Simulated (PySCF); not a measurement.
# C₃HFO: excited states, first hyperpolarisability

Aim: compute the excited states, first hyperpolarisability of C₃HFO (`O=c1cc1F`).

Programs: PySCF 2.14.0, with routines of our own; each step states its level. All values are computed. Atoms count from 0.

## 1. The starting structure

6 atoms, charge 0, multiplicity 1; geometry from: GFN2-xTB.

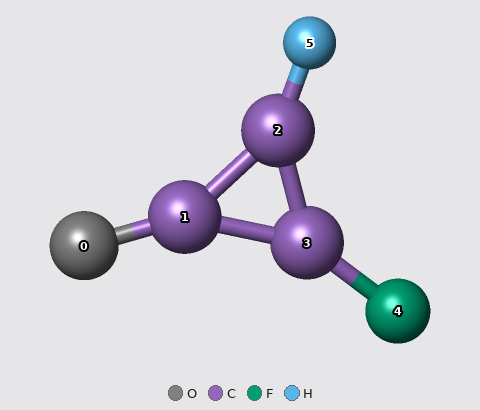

The starting geometry (oxygen grey, carbon purple, fluorine teal, hydrogen blue).

## 2. Relaxing the molecule at PBE0-D3(BJ)/def2-TZVP

What the job is given:

```
{"job": {"xc": "PBE0", "basis": "def2-TZVP", "d3": "d3bj", "grid": 2, "kind": "geom"}, "charge": 0, "multiplicity": 1}
O     -1.506366    -1.312474     0.533160
C     -0.654936    -0.546349     0.228986
C     -0.168133     0.787170    -0.045258
C      0.691229    -0.241481    -0.148482
F      1.942526    -0.528689    -0.434909
H     -0.301198     1.843813    -0.128776
```

Run with:

```sh
> OMP_NUM_THREADS=1 python excited_run.py task.json out
```

The driver reads the jobs from task.json and runs them one after another.

The program printed:

```text
step   0  E = -289.69243139  max force = 0.018435
step   1  E = -289.69317455  max force = 0.003965
step   2  E = -289.69329699  max force = 0.002084
step   3  E = -289.69336517  max force = 0.001097
step   4  E = -289.69337054  max force = 0.000813
step   5  E = -289.69337617  max force = 0.000350
optimisation converged
```

It took 29 s on 1 thread of Arm Neoverse V1, shared host; peak memory 0.61 GiB.

Step by step:

```tsv
step	energy from step 0 (eV)	largest force component (eV/Å)
0	0.0000	0.9480
1	-0.0202	0.2039
2	-0.0236	0.1072
3	-0.0254	0.0564
4	-0.0256	0.0418
5	-0.0257	0.0180
```

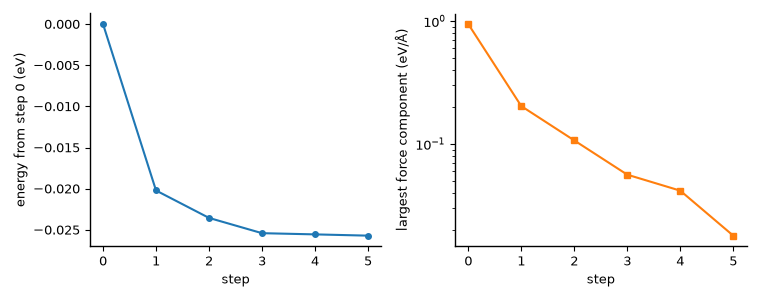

Energy and force, step by step.

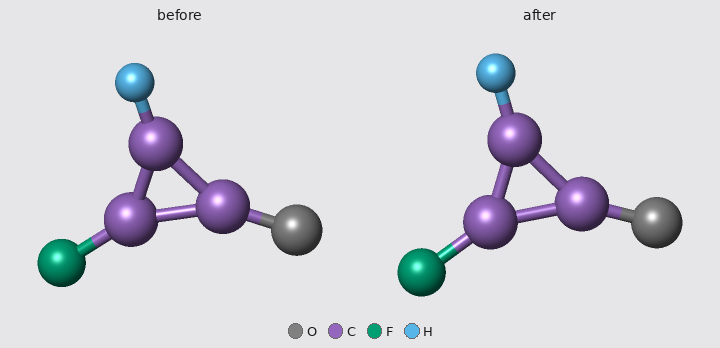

Before and after, at one scale.

Close pairs (by a distance rule), those that changed most:

```tsv
bond	before (Å)	after (Å)	change (Å)
C2–C3	1.344	1.329	-0.016
C3–F4	1.315	1.302	-0.014
C2–H5	1.068	1.082	+0.013
C1–C3	1.431	1.423	-0.008
O0–C1	1.185	1.191	+0.006
C1–C2	1.446	1.451	+0.005
```

The end geometry stands in the next job.

```tsv
at the end point	value
point group (found at 0.08 Å tolerance)	Cs
rotational constants (GHz, main isotopes)	15.705, 3.889, 3.117
dipole moment (D)	3.43
```

## 3. Excited states: TDA wB97X-D/def2-TZVPD

What the job is given:

```
{"job": {"kind": "states", "xc": "wB97X-D", "basis": "def2-TZVPD", "tda": true, "soc": true, "nstates": 6, "ntriplets": 5, "nquad": 4}, "charge": 0, "multiplicity": 1}
O     -1.432774    -1.293863     0.745599
C     -0.602327    -0.558590     0.312580
C     -0.095924     0.783062     0.090463
C      0.616223    -0.247109    -0.353206
F      1.717561    -0.536932    -0.983545
H     -0.197813     1.855076     0.192762
```

With the program's defaults for keys left out, this is: TDA wB97X-D/def2-TZVPD excited states, vertical, gas phase, spin-orbit mean-field couplings.

The program printed:

```text
coarse grid: 6056 points
cycle   1  E = -289.7277065381  dE =  1.307e+00  |g| = 9.488e-01  |ddm| = 2.550e+00
cycle   2  E = -289.4536498046  dE =  2.741e-01  |g| = 1.592e+00  |ddm| = 1.670e+00
cycle   3  E = -289.9043531136  dE = -4.507e-01  |g| = 8.399e-02  |ddm| = 9.612e-01
cycle   4  E = -289.9052564854  dE = -9.034e-04  |g| = 5.862e-02  |ddm| = 1.354e-01
cycle   5  E = -289.9057872894  dE = -5.308e-04  |g| = 1.137e-02  |ddm| = 6.419e-02
cycle   6  E = -289.9058218414  dE = -3.455e-05  |g| = 3.208e-03  |ddm| = 2.891e-02
cycle   7  E = -289.9058262169  dE = -4.375e-06  |g| = 1.737e-03  |ddm| = 1.039e-02
final grid: 61808 points
cycle   8  E = -289.9023396473  dE = -1.247e-04  |g| = 8.664e-03  |ddm| = 2.330e-01
cycle   9  E = -289.9023360191  dE =  3.628e-06  |g| = 1.010e-02  |ddm| = 2.757e-02
cycle  10  E = -289.9023512979  dE = -1.528e-05  |g| = 6.275e-04  |ddm| = 5.985e-03
cycle  11  E = -289.9023514007  dE = -1.028e-07  |g| = 3.362e-04  |ddm| = 2.871e-03
cycle  12  E = -289.9023514220  dE = -2.124e-08  |g| = 1.350e-04  |ddm| = 5.005e-04
cycle  13  E = -289.9023514267  dE = -4.711e-09  |g| = 3.200e-05  |ddm| = 2.615e-04
cycle  14  E = -289.9023514272  dE = -5.481e-10  |g| = 1.408e-05  |ddm| = 9.691e-05
converged SCF energy = -289.9023514272

Singlet excitations
state   eV       nm        f     d(h-e)  d(exc)  Lambda  PR(NTO)  |dmu|/D   mu/D   main configurations
  1   5.1984   238.5   0.00137   1.175   2.467   0.462   1.017    2.795    0.735   H->L 0.94
  2   6.2731   197.6   0.00151   0.588   2.147   0.429   1.027    1.338    2.443   H->L+4 0.81, H->L+5 0.13
  3   6.6787   185.6   0.01016   0.963   3.248   0.292   1.085    2.616    3.827   H->L+1 0.79
  4   7.2420   171.2   0.04007   1.091   2.729   0.621   1.610    2.977    1.073   H-1->L 0.75
  5   7.7921   159.1   0.01317   0.819   3.217   0.298   1.028                     H-1->L+1 0.85
  6   7.9765   155.4   0.08920   2.221   3.932   0.303   1.254                     H->L+2 0.78, H-1->L 0.09

Triplet excitations (Tamm-Dancoff)
state   eV     d(h-e)  d(exc)  Lambda  PR(NTO)   main configurations
  1   4.6909   1.141   2.413   0.463   1.014   H->L 0.95
  2   5.2105   0.552   2.169   0.708   1.027   H-1->L 0.92
  3   5.8376   0.547   2.094   0.425   1.033   H->L+4 0.81, H->L+5 0.15
  4   6.4601   1.020   3.163   0.286   1.044   H->L+1 0.78
  5   6.8293   0.265   2.087   0.612   1.114   H-1->L+4 0.75, H-1->L+5 0.16
S1 - T1 = 0.5074 eV

Spin-orbit couplings |<S|Hso|T>| (cm-1)
             T1       T2       T3       T4       T5
S0       30.303    0.488   44.579    2.097    0.247
S1        0.325   26.858    0.988    3.168   13.746
S2        1.159    3.686    0.316    4.053   35.726
S3        3.313    0.074    6.338    0.391    0.383
S4       30.650    0.072    2.907    0.657    0.170
S5        1.335    3.719    0.933   32.344    8.386
S6        6.461    0.120    4.159    1.470    0.039
T1 sublevels (cm-1): 0.000 0.006 0.147   radiative rates (1/s): 0.0303 101 458
```

It took 15 s on 1 thread of Arm Neoverse V1, shared host; peak memory 0.7 GiB.

Key values:

```tsv
quantity	value
S1 less T1	0.51 eV
```

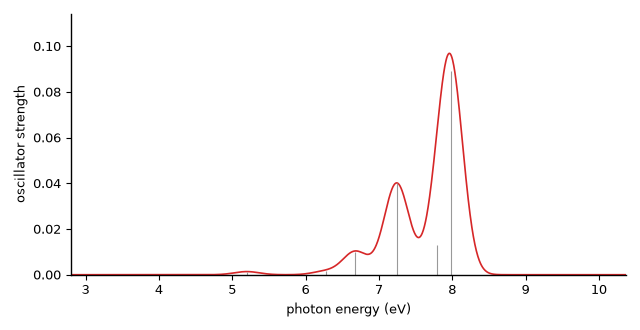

Absorption lines of the singlets. Lines are broadened to a width of 0.40 eV (Gaussian).

## 4. Excited states: TDDFT CAM-B3LYP/aug-cc-pVTZ

What the job is given:

```
{"job": {"kind": "states", "xc": "CAM-B3LYP", "basis": "aug-cc-pVTZ", "tpa": true, "nstates": 8, "nquad": 6, "ntriplets": 0}, "charge": 0, "multiplicity": 1}
O     -1.432774    -1.293863     0.745599
C     -0.602327    -0.558590     0.312580
C     -0.095924     0.783062     0.090463
C      0.616223    -0.247109    -0.353206
F      1.717561    -0.536932    -0.983545
H     -0.197813     1.855076     0.192762
```

Method: TDDFT CAM-B3LYP/aug-cc-pVTZ excited states, vertical, gas phase, two-photon moments by quadratic response.

The program printed:

```text
coarse grid: 6056 points
cycle   1  E = -289.7175464707  dE =  1.279e+00  |g| = 9.322e-01  |ddm| = 5.444e+00
cycle   2  E = -289.3514648943  dE =  3.661e-01  |g| = 1.721e+00  |ddm| = 2.651e+00
cycle   3  E = -289.8839023957  dE = -5.324e-01  |g| = 1.005e-01  |ddm| = 1.724e+00
cycle   4  E = -289.8849652987  dE = -1.063e-03  |g| = 7.150e-02  |ddm| = 1.813e-01
cycle   5  E = -289.8857070385  dE = -7.417e-04  |g| = 1.235e-02  |ddm| = 8.262e-02
cycle   6  E = -289.8857397918  dE = -3.275e-05  |g| = 3.270e-03  |ddm| = 2.059e-02
cycle   7  E = -289.8857432844  dE = -3.493e-06  |g| = 1.658e-03  |ddm| = 8.576e-03
final grid: 61808 points
cycle   8  E = -289.8803956094  dE = -2.604e-05  |g| = 4.956e-03  |ddm| = 1.127e-01
cycle   9  E = -289.8803917426  dE =  3.867e-06  |g| = 6.998e-03  |ddm| = 1.513e-02
cycle  10  E = -289.8803996341  dE = -7.891e-06  |g| = 5.058e-04  |ddm| = 7.589e-03
cycle  11  E = -289.8803996676  dE = -3.347e-08  |g| = 2.991e-04  |ddm| = 8.886e-04
cycle  12  E = -289.8803996829  dE = -1.537e-08  |g| = 8.204e-05  |ddm| = 4.461e-04
cycle  13  E = -289.8803996845  dE = -1.588e-09  |g| = 1.895e-05  |ddm| = 1.304e-04
cycle  14  E = -289.8803996847  dE = -1.559e-10  |g| = 9.642e-06  |ddm| = 5.429e-05
converged SCF energy = -289.8803996847

Singlet excitations
state   eV       nm        f     d(h-e)  d(exc)  Lambda  PR(NTO)  |dmu|/D   mu/D   delta(TPA)   sigma/GM   main configurations
  1   5.1489   240.8   0.00046   1.181   2.523   0.439   1.020    2.885    0.685        0.29      0.003   H->L 0.91
  2   6.2151   199.5   0.00096   0.588   2.176   0.375   1.030    1.374    2.453        1.04      0.015   H->L+6 0.69, H->L+4 0.12, H->L+10 0.08
  3   6.3907   194.0   0.01108   1.074   3.452   0.237   1.054    2.942    3.567       76.58      1.146   H->L+1 0.57, H->L+2 0.25
  4   6.9607   178.1   0.02599   1.361   3.072   0.567   1.766    4.348    1.656        7.08      0.126   H-1->L 0.74, H->L+1 0.09, H->L+2 0.09
  5   7.3985   167.6   0.08117   2.700   4.468   0.317   1.394   10.253    7.516      210.62      4.224   H->L+2 0.57, H->L+1 0.20, H-1->L 0.17
  6   7.4738   165.9   0.01050   0.924   3.418   0.238   1.022    3.236    3.510       13.37      0.274   H-1->L+1 0.62, H-1->L+2 0.24
  7   7.6725   161.6   0.02591   1.313   4.344   0.221   1.067                                            H->L+3 0.82
  8   7.9159   156.6   0.00457   0.886   3.814   0.263   1.009                                            H->L+4 0.80, H->L+6 0.16
```

Run time: 28 s. Hardware: 1 thread of Arm Neoverse V1, shared host; peak memory 0.79 GiB.

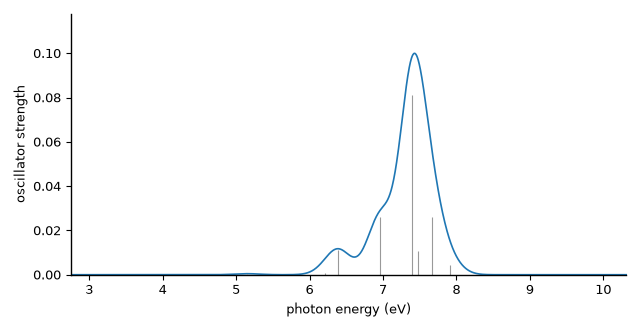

Absorption lines of the singlets. Lines are broadened to a width of 0.40 eV (Gaussian).

## 5. First hyperpolarisability: quadratic response CAM-B3LYP/aug-cc-pVTZ

What the job is given:

```
{"job": {"kind": "beta", "xc": "CAM-B3LYP", "basis": "aug-cc-pVTZ"}, "charge": 0, "multiplicity": 1}
O     -1.432774    -1.293863     0.745599
C     -0.602327    -0.558590     0.312580
C     -0.095924     0.783062     0.090463
C      0.616223    -0.247109    -0.353206
F      1.717561    -0.536932    -0.983545
H     -0.197813     1.855076     0.192762
```

With the program's defaults for keys left out, this is: quadratic response CAM-B3LYP/aug-cc-pVTZ first hyperpolarisability, Taylor convention, gas phase.

The program printed:

```text
coarse grid: 6056 points
cycle   1  E = -289.7175464707  dE =  1.279e+00  |g| = 9.322e-01  |ddm| = 5.444e+00
cycle   2  E = -289.3514648943  dE =  3.661e-01  |g| = 1.721e+00  |ddm| = 2.651e+00
cycle   3  E = -289.8839023957  dE = -5.324e-01  |g| = 1.005e-01  |ddm| = 1.724e+00
cycle   4  E = -289.8849652987  dE = -1.063e-03  |g| = 7.150e-02  |ddm| = 1.813e-01
cycle   5  E = -289.8857070385  dE = -7.417e-04  |g| = 1.235e-02  |ddm| = 8.262e-02
cycle   6  E = -289.8857397918  dE = -3.275e-05  |g| = 3.270e-03  |ddm| = 2.059e-02
cycle   7  E = -289.8857432844  dE = -3.493e-06  |g| = 1.658e-03  |ddm| = 8.576e-03
final grid: 61808 points
cycle   8  E = -289.8803956094  dE = -2.604e-05  |g| = 4.956e-03  |ddm| = 1.127e-01
cycle   9  E = -289.8803917426  dE =  3.867e-06  |g| = 6.998e-03  |ddm| = 1.513e-02
cycle  10  E = -289.8803996341  dE = -7.891e-06  |g| = 5.058e-04  |ddm| = 7.589e-03
cycle  11  E = -289.8803996676  dE = -3.347e-08  |g| = 2.991e-04  |ddm| = 8.886e-04
cycle  12  E = -289.8803996829  dE = -1.537e-08  |g| = 8.204e-05  |ddm| = 4.461e-04
cycle  13  E = -289.8803996845  dE = -1.588e-09  |g| = 1.895e-05  |ddm| = 1.304e-04
cycle  14  E = -289.8803996847  dE = -1.559e-10  |g| = 9.642e-06  |ddm| = 5.429e-05
converged SCF energy = -289.8803996847

Lowest singlets (eV, f): 5.1489 0.0005  6.2151 0.0010  6.3907 0.0111

First hyperpolarisability (au)
process     nm      |vector|   parallel      HRS      DR
static         -      147.34     -76.21      57.18   6.442
shg       1907.0      153.06     -79.71      59.39   6.428
eope      1907.0      149.21     -77.35          -       -
shg       1064.0      167.23     -88.43      64.86   6.395
eope      1064.0      153.48     -79.97          -       -
```

Run time: 21 s. Hardware: 1 thread of Arm Neoverse V1, shared host; peak memory 0.79 GiB.

## 6. Results

```
                                                   quantity                                                value
                                                point group                                                   Cs
                       rotational constants (main isotopes)                                15.70, 3.89, 3.12 GHz
                S1 less T1 (step 3, TDA wB97X-D/def2-TZVPD)                                              0.51 eV
β vector (step 5, quadratic response CAM-B3LYP/aug-cc-pVTZ)  static 147, SHG 1907.0 nm 153, SHG 1064.0 nm 167 au
```

Relaxing lowered the energy by 0.026 eV in 5 steps; the close pair that moved most is C2–C3, from 1.344 to 1.329 Å. In step 3, the number of triplets below S1 is 1, and the largest singlet-triplet spin-orbit coupling is S0–T3, 44.58 cm⁻¹. β grows from 147 au (static) to 167 au for doubling at 1064.0 nm: normal dispersion, which grows as twice the photon energy moves toward the bright states.
